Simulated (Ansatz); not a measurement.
# singlet CH5GeS+ at 3 levels

We compute a comparison of 3 runs (B3LYP/cc-pVDZ, revPBE/cc-pVDZ, MP2/cc-pVDZ) of singlet CH5GeS+. 

Program for the calculation: Ansatz 0.2.0.

30 further runs of the same task are left out: 1 that didn't finish, 29 set aside as unsound or not needed. Runs told in other sessions of the task aren't counted.

## 1. The structure to begin with

CH5GeS+ has 8 atoms, charge +1, and is taken as a singlet. As SMILES of the parent species, `[CH3][GeH][SH]`. Geometry: relaxed at PBE0-D4/def2-TZVP. This is one conformer, not always the lowest. That shape belongs to the parent species and isn't relaxed for this state.

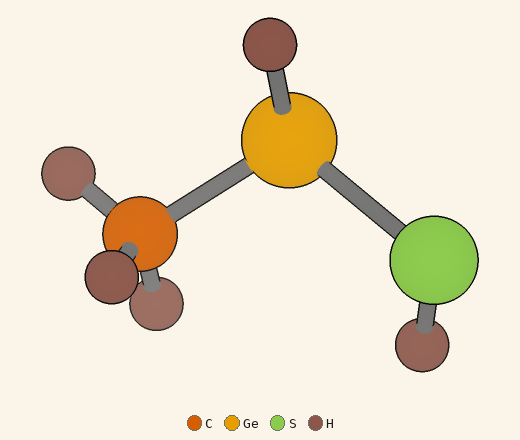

The structure, seen from a chosen angle (carbon orange, germanium amber, sulfur green, hydrogen brown).

## 2. A single-point energy at B3LYP/cc-pVDZ (run 1)

Input file job.yaml:

```yaml
crystal:
  periodic: [false, false, false]
  atoms:
    - {symbol: C, position_ang: [-0.733300, 0.635200, -0.565800]}
    - {symbol: Ge, position_ang: [0.934600, -0.393300, -0.399900]}
    - {symbol: S, position_ang: [1.033800, -1.391600, 1.591200]}
    - {symbol: H, position_ang: [-0.786300, 1.357800, 0.251000]}
    - {symbol: H, position_ang: [-1.594800, -0.030400, -0.515000]}
    - {symbol: H, position_ang: [-0.745800, 1.162700, -1.520400]}
    - {symbol: H, position_ang: [2.173100, 0.541200, -0.392200]}
    - {symbol: H, position_ang: [-0.189100, -1.938700, 1.495000]}
basis:
  gaussian: {orbitals: cc-pVDZ}
total_charge: 1
hamiltonian: {xc: {name: B3LYP}}
accuracy: high
output: {orbitals: {seedname: orbitals}}
```

Command:

```
$ ansatz run job.yaml --threads 1 --pin off --max-ram 2610MiB --events-out events.jsonl --progress --plain --runs-dir runs
```

Output:

```text
Warning: RAYON_NUM_THREADS=1 ignored (pool sized by the plan → 1); use --threads N
Functional definition: B3LYP
  name "B3LYP"
  parameter a0 = 0.2
  parameter ax = 0.72
  parameter ac = 0.81
  exchange = (1 - a0 - ax)*slater_x + ax*b88_x + a0*exact_x
  correlation = (1 - ac)*vwn_rpa_c + ac*lyp_c
1952 factors; integrals over basis functions are off by at most 4.5e-9 eV
mean field evaluation 1: about -68454.3425 eV, gradient 6.4e1 eV
mean field evaluation 2: about -68439.9253 eV, gradient 8.5e1 eV
mean field evaluation 4: about -68464.3419 eV, gradient 1.5e1 eV
mean field evaluation 8: about -68465.2243 eV, gradient 7.2e-1 eV
mean field evaluation 16: about -68465.2261 eV, gradient 1.1e-4 eV
mean field -68465.22613847 eV, -2516.0506531918 hartree, gradient 3.5e-8 eV, S^2 0.000000; 0 other end points of the search recorded, 0 dependent functions left out
reference -68465.22617607 eV, -2516.0506545734 hartree; 29, 29 occupied and 55, 55 virtual orbitals, 1952 factors
Total energy: -68465.22617607 eV, -2516.0506545734 hartree
```

It took 9.3 s on 1 thread of Arm Neoverse V1, shared host; peak memory 0.3 GiB.

## 3. A single-point energy at revPBE/cc-pVDZ (run 2)

Input file input.yaml:

```yaml
crystal:
  periodic: [false, false, false]
  atoms:
    - {symbol: C, position_ang: [-0.733300, 0.635200, -0.565800]}
    - {symbol: Ge, position_ang: [0.934600, -0.393300, -0.399900]}
    - {symbol: S, position_ang: [1.033800, -1.391600, 1.591200]}
    - {symbol: H, position_ang: [-0.786300, 1.357800, 0.251000]}
    - {symbol: H, position_ang: [-1.594800, -0.030400, -0.515000]}
    - {symbol: H, position_ang: [-0.745800, 1.162700, -1.520400]}
    - {symbol: H, position_ang: [2.173100, 0.541200, -0.392200]}
    - {symbol: H, position_ang: [-0.189100, -1.938700, 1.495000]}
basis:
  gaussian: {orbitals: cc-pVDZ}
total_charge: 1
hamiltonian: {xc: {name: revPBE}}
accuracy: high
output: {orbitals: {seedname: orbitals}}
```

Command:

```
$ ansatz run input.yaml --threads 1 --pin off --max-ram 2610MiB --events-out events.jsonl --progress --plain --runs-dir runs
```

Output:

```text
Warning: RAYON_NUM_THREADS=1 ignored (pool sized by the plan → 1); use --threads N
Functional definition: revPBE
  name "revPBE"
  parameter kappa = 1.245
  parameter beta = 0.06672455060314922
  exchange = pbe_x(kappa = kappa, mu = beta*pi^2/3)
  correlation = pbe_c(beta = beta)
1952 factors; integrals over basis functions are off by at most 4.5e-9 eV
mean field evaluation 1: about -68443.7762 eV, gradient 7.0e1 eV
mean field evaluation 2: about -68412.4265 eV, gradient 1.1e2 eV
mean field evaluation 4: about -68453.5741 eV, gradient 2.9e1 eV
mean field evaluation 8: about -68457.0038 eV, gradient 1.6e-1 eV
mean field evaluation 16: about -68456.9968 eV, gradient 2.3e-5 eV
mean field -68456.99677520 eV, -2515.7482296696 hartree, gradient 7.0e-8 eV, S^2 0.000000; 0 other end points of the search recorded, 0 dependent functions left out
reference -68456.99677909 eV, -2515.7482298126 hartree; 29, 29 occupied and 55, 55 virtual orbitals, 1952 factors
Total energy: -68456.99677909 eV, -2515.7482298126 hartree
```

It took 7.8 s on 1 thread of Arm Neoverse V1, shared host; peak memory 0.22 GiB.

## 4. A single-point energy at MP2/cc-pVDZ (run 3)

Input file molecule.yaml:

```yaml
crystal:
  periodic: [false, false, false]
  atoms:
    - symbol: C
      position_ang: [-0.733300, 0.635200, -0.565800]
    - symbol: Ge
      position_ang: [0.934600, -0.393300, -0.399900]
    - symbol: S
      position_ang: [1.033800, -1.391600, 1.591200]
    - symbol: H
      position_ang: [-0.786300, 1.357800, 0.251000]
    - symbol: H
      position_ang: [-1.594800, -0.030400, -0.515000]
    - symbol: H
      position_ang: [-0.745800, 1.162700, -1.520400]
    - symbol: H
      position_ang: [2.173100, 0.541200, -0.392200]
    - symbol: H
      position_ang: [-0.189100, -1.938700, 1.495000]
basis:
  gaussian:
    orbitals: cc-pVDZ
total_charge: 1
correlation:
  method: mp2
  frozen_orbitals: {C: 1, Ge: 9, H: 0, S: 5}
accuracy: high
```

Command:

```
$ ansatz run molecule.yaml --threads 1 --pin off --max-ram 2610MiB --events-out events.jsonl --progress --plain --runs-dir runs
```

Output:

```text
Warning: RAYON_NUM_THREADS=1 ignored (pool sized by the plan → 1); use --threads N
Functional definition: HF
  name "HF"
  exchange = exact_x
  correlation = 0
1952 factors; integrals over basis functions are off by at most 4.5e-9 eV
mean field evaluation 1: about -68388.6833 eV, gradient 3.3e1 eV
mean field evaluation 2: about -68388.7330 eV, gradient 3.3e1 eV
mean field evaluation 4: about -68392.1847 eV, gradient 2.5e0 eV
mean field evaluation 8: about -68392.2328 eV, gradient 2.6e-1 eV
mean field evaluation 16: about -68392.2336 eV, gradient 2.7e-8 eV
mean field -68392.23358665 eV, -2513.3682263886 hartree, gradient 2.7e-8 eV, S^2 0.000000; 0 other end points of the search recorded, 0 dependent functions left out
15 core orbitals not correlated: weight in the atoms' cores, before any rotation towards them, 1.000 or more for the frozen orbitals, at most 0.000 for the correlated occupied ones
reference -68392.23358665 eV, -2513.3682263886 hartree; 14, 14 occupied and 55, 55 virtual orbitals, 1952 factors
second order -10.39799591 eV of doubles, -0.00000000 eV of singles
Total energy: -68402.63158257 eV, -2513.7503456904 hartree
```

Wall time 4.8 s (1 thread of Arm Neoverse V1, shared host); peak memory 0.25 GiB.

## 5. All runs side by side

| run | level | frozen core orbitals | energy (Eh) | HOMO energy (eV) | LUMO energy (eV) | HOMO–LUMO gap (eV) | wall time |
| --- | --- | --- | --- | --- | --- | --- | --- |
| 1 | B3LYP/cc-pVDZ | – | -2516.050655 | -13.37 | -9.99 | 3.38 | 9.3 s |
| 2 | revPBE/cc-pVDZ | – | -2515.748230 | -12.48 | -10.42 | 2.06 | 7.8 s |
| 3 | MP2/cc-pVDZ | 15 | -2513.750346 | – | – | – | 4.8 s |

## 6. What came out

```
                                           quantity           value
                                run 3: total energy  -2513.75035 Eh
run 3: correlation energy (15 core orbitals frozen)      -382.1 mEh
```

Totals of different functionals can't be ranked against each other. All runs together took 22 s, the longest 9.3 s.
